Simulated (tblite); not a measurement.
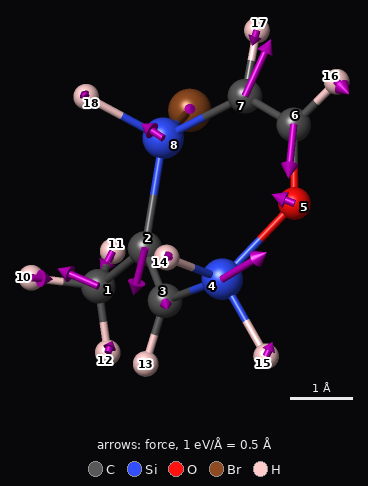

Starting geometry of C5H9BrOSi2 with the computed forces as purple arrows. A ball-and-stick model, seen from a free direction.

The calculation used tblite 0.8.0, GFN2-xTB geometry optimisation, gas phase. 

### What follows when this structure is relaxed?

It isn't relaxed: the largest force vector, on Si atoms, is 2.05 eV/Å. The final displacements have little in common with the starting forces (cosine between the two patterns 0.12). The energy falls by 65.8 kJ/mol in 130 geometry steps. The largest move after the best rigid fit is that of the Br atom, 1.29 Å. Largest moves by element: Br 1.29 Å, H 0.89 Å, Si 0.43 Å, C 0.29 Å, O 0.18 Å. Among the contacts that change: Si–Si 3.618 → 3.311 Å, O–Si 1.708 → 1.636 Å, C–Si 1.823 → 1.889 Å, C–Si 1.805 → 1.866 Å. Among the angles between lasting bonds that change: C–C–Si 130.8° → 118.7°, C–C–Si 135.3° → 125.5°, O–Si–H 107.6° → 99.0°. Groups turn about C–Si by about 35°, C–Si by about 30°, C–C by about 30°.
